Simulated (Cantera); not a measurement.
Charge: 1 mol Si, a varied amount of O₂, 18 mol CO, held at 775 °C and 63.0 Pa.

Method: chemical equilibrium by Gibbs-energy minimisation in Cantera with the NASA 1993 tables (ideal gas, pure condensed phases). Candidate condensed phases: C, Si, SiC, SiO₂; 20 gas species. Equilibrium is a limit: real reactors are often held back by kinetics, nucleation or transport.

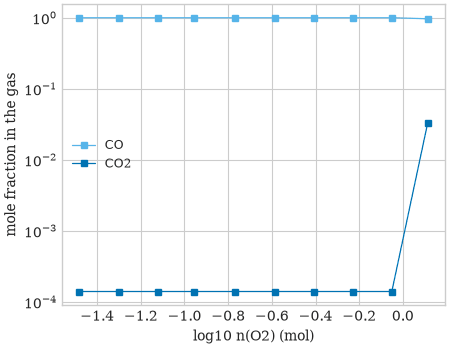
Equilibrium gas composition (values under 1e-9 drawn at 1e-9)

From 0.033 mol O₂ to 0.89 mol O₂ the condensed part is C(graphite) + SiO₂(β-quartz). At 1.3 mol O₂ the condensed part is SiO₂(β-quartz).
